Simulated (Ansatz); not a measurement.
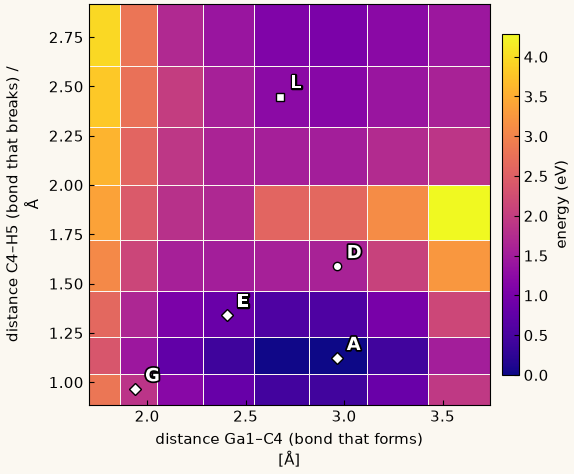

The reacting system CH₄FGaO. 
- First axis: distance Ga1–C4 (bond that forms). Second axis: distance C4–H5 (bond that breaks).
- Relaxed at each point: all other coordinates.
- The scan uses an 8 × 8 grid.
- Points are written as (first, second).
- All energies are given in eV relative to the lowest grid point.
- Energies and slopes of some neighbouring points disagree (a jump in structure or state, or too coarse a mesh). The reference is spin-restricted, so regions where a bond is pulled apart into radicals lie too high.
- The calculation used Ansatz, RKS PBE0-D4/def2-SVP.

In the figure: one coloured cell a grid point, lettered points.

**Is A the lowest point of the computed grid?**

Yes. A, at (2.964 Å, 1.121 Å), has the lowest energy of the grid.

**Rank the lettered points by energy, lowest first.**

A (0.00 eV), E (0.84 eV), L (1.23 eV), D (1.59 eV), G (1.87 eV).
